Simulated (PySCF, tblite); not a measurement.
# C₃H₆O₂S₂Si: geometry, infrared bands and NMR shifts

What infrared bands and NMR shifts should C₃H₆O₂S₂Si (`O=C1C[S@@](=O)[C@H]1S[SiH3]`) show?

The runs use tblite 0.8.0 and PySCF 2.14.0, with density-fitted response routines of our own; the level of theory stands in each step. All values are computed, except where a source is named. Atoms count from 0, in the outputs and in this text.

### 1 The molecule as given

14 atoms, charge 0, multiplicity 1; geometry from: force field or distance geometry start.

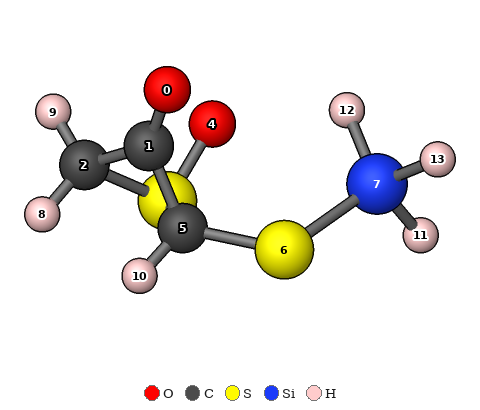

The starting geometry (oxygen red, carbon dark grey, sulfur yellow, silicon blue, hydrogen pink), atoms numbered.

### 2 Optimising the geometry with GFN2-xTB

The job: settings as JSON, then the geometry in Å.

```
{"job": {"kind": "relax", "xc": "GFN2-xTB", "basis": "xTB"}, "charge": 0, "multiplicity": 1}
O     -0.688600     0.955500     1.956600
C     -1.032900     0.174300     1.058100
C     -2.221700    -0.078900     0.218200
S     -1.029800    -0.222100    -1.159600
O     -0.531000     1.204200    -1.409400
C     -0.403800    -0.981700     0.350400
S      1.364700    -1.179900     0.470600
Si     2.541300     0.305500    -0.491100
H     -2.747600    -1.037300     0.451300
H     -2.905100     0.787300     0.076200
H     -0.948700    -1.914200     0.582600
H      3.140700    -0.192600    -1.764300
H      1.799000     1.543000    -0.753700
H      3.662800     0.636400     0.391900
```

On the command line:

```
$ OMP_NUM_THREADS=1 python probes_run.py task.json out
```

The driver reads the jobs from task.json and runs them one after another.

**Question.** This job is followed by: GFN2-xTB harmonic vibrations, gas phase; GIAO PBE0/pcSseg-1 NMR shielding, non-relativistic, gas phase. What will the session give for the following? strongest single infrared mode (GFN2-xTB); zero-point energy (GFN2-xTB); ¹³C shifts against TMS (PBE0/pcSseg-1); ¹H shifts against TMS (PBE0/pcSseg-1, means over atoms taken as alike); ¹⁷O shifts against H2O (PBE0/pcSseg-1); ³³S shifts against CS2 (PBE0/pcSseg-1); ²⁹Si shifts against TMS (PBE0/pcSseg-1).

**Answer**, as computed:

```
                                                              quantity                       value
                             strongest single infrared mode (GFN2-xTB)       1831 cm⁻¹, 378 km/mol
                                          zero-point energy (GFN2-xTB)               52.0 kcal/mol
                                ¹³C shifts against TMS (PBE0/pcSseg-1)       202.5, 93.8, 73.8 ppm
¹H shifts against TMS (PBE0/pcSseg-1, means over atoms taken as alike)  5.70, 4.87, 3.84, 3.78 ppm
                                ¹⁷O shifts against H2O (PBE0/pcSseg-1)             702.1, 52.2 ppm
                                ³³S shifts against CS2 (PBE0/pcSseg-1)               306, -144 ppm
                               ²⁹Si shifts against TMS (PBE0/pcSseg-1)                   -59.4 ppm
```

**Reading.** Relaxing lowered the energy by 1.551 eV in 91 steps; the close pair that moved most is S3–C5, from 1.802 to 1.893 Å. All 36 modes are real, so the xTB geometry is a minimum. The strongest single mode, at 1831 cm⁻¹, moves mainly C1 and O0. GFN2-xTB is a fitted tight-binding method: band positions and strengths are rough. Its intensities can rank the bands wrongly. C1 (ketone carbonyl carbon) lies farthest downfield among carbon, at 202.5 ppm; the double bond to the heteroatom, with no lone-pair donor beside it, deshields it most. At PBE0/pcSseg-1: The widest tensor belongs to O0: span 1175 ppm, with a paramagnetic part of -764 ppm.
